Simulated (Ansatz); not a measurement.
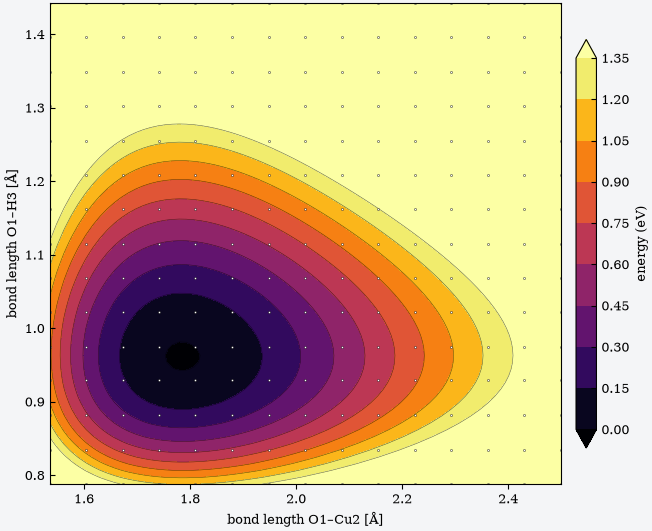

CuHO, SMILES [OH][Cu]. Coordinates scanned: (1) bond length O1–Cu2; (2) bond length O1–H3. Nothing is relaxed (all other coordinates rigid). Grid: 15 × 15 points. Energies: eV, counted from the lowest grid point. The reference is spin-restricted, which grows unreliable where a bond is stretched far. Theory: Ansatz 0.2.0, RKS PBE0-D4/def2-TZVP.

The picture shows filled contours, dots at the grid points, one colour for all values above the top of the scale. Between grid points the surface is interpolated.

Q: Estimate the position of the minimum and the force constants in these coordinates.

A: The interpolated minimum is at bond length O1–Cu2 ≈ 1.785 Å, bond length O1–H3 ≈ 0.961 Å. The curvatures there are about 18 eV/Å² and 52 eV/Å², with a cross term of about 0 eV/Å². Round the minimum the two coordinates are nearly uncoupled.
